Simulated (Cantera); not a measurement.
A closed system holds: 1 mol Cu2O, 3 mol CH4, 0.11 mol H2, at 1 atm.

Method: chemical equilibrium by Gibbs-energy minimisation in Cantera with the NASA 1993 tables (ideal gas, pure condensed phases). Candidate condensed phases: C, C6H6, C7H8, C8H18, Cu, CuO, Cu(OH)2, Cu2O, H2O; 113 gas species. The numbers say what is thermodynamically allowed, not how fast it happens.

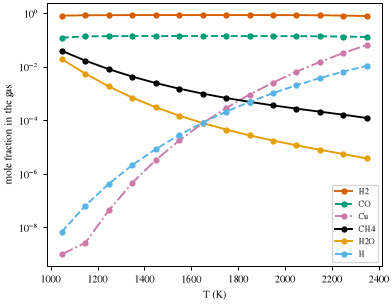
Figure. Equilibrium gas composition (values under 1e-9 drawn at 1e-9)

Q: Read off the mole fractions at 1848 K.

A: H2 about 0.86, CO about 0.14, Cu about 0.00092, CH4 about 0.00049, H about 0.00049, H2O about 2.8e-5.
